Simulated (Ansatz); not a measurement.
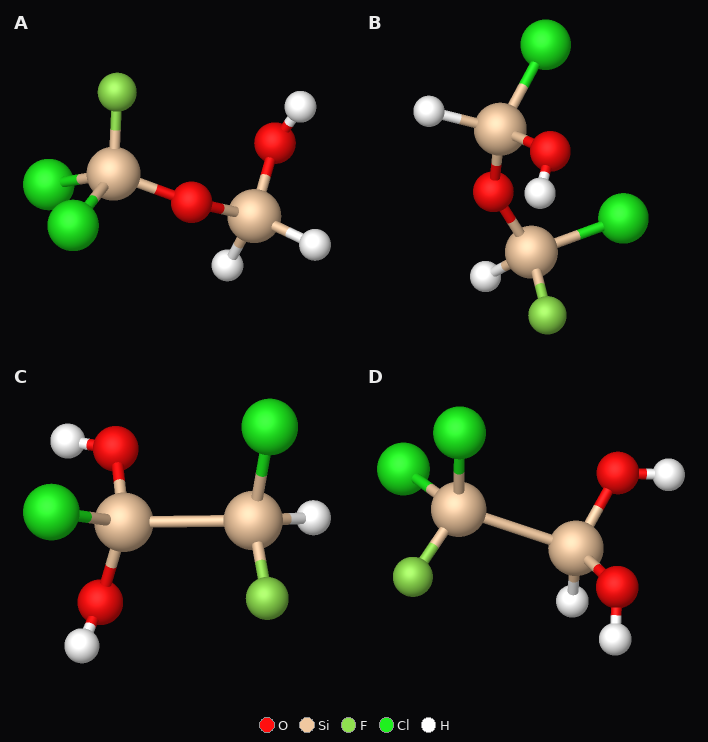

Simulated data, not a measurement (program: Ansatz).

> Match each picture to its SMILES.
(1) O[SiH2]O[Si](F)(Cl)Cl
(2) O[Si](O)(Cl)[Si@H](F)Cl
(3) O[SiH](O)[Si](F)(Cl)Cl
(4) O[Si@@H](Cl)O[Si@H](F)Cl

A is (1), B is (4), C is (2), D is (3).
